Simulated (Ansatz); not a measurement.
The figure comes from a scan of BAs (zinc blende): one As atom of a 2-atom cell moves by s along Cartesian [110], with its periodic images. All values below come from r2SCAN (plane waves to 500 eV, PAW, scalar-relativistic; Ansatz, a quantum-chemistry and plane-wave program). k mesh 10×10×10 (Γ-centred), Fermi-Dirac smearing 0.05 eV. E stands for the smeared free energy. As the smearing reaches across the gap at some points, energies and forces of such displacements shift with the k mesh and the smearing. BAs was relaxed with its symmetry unable to fall. The zero of ΔE is the undisplaced structure.

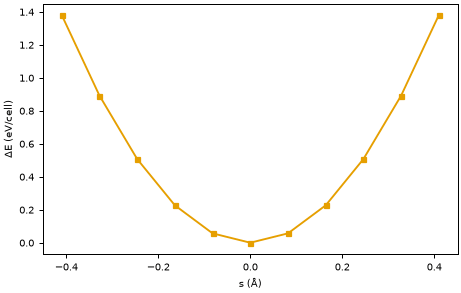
Fig. 1. ΔE (eV/cell) against s (Å); markers are the computed points, lines only join them.

**Question.** Read the plotted values off the figure, to the accuracy that the plot allows.

**Answer.** To the nearest 0.02:

```csv
s (Å),ΔE (eV/cell)
-0.410,1.38
-0.328,0.90
-0.246,0.50
-0.164,0.22
-0.082,0.06
0.000,0.00
0.082,0.06
0.164,0.22
0.246,0.50
0.328,0.90
0.410,1.38
```

(For displaced atoms, the force is minus the slope of the energy, and its curvature is a force constant, which sets phonon frequencies.)
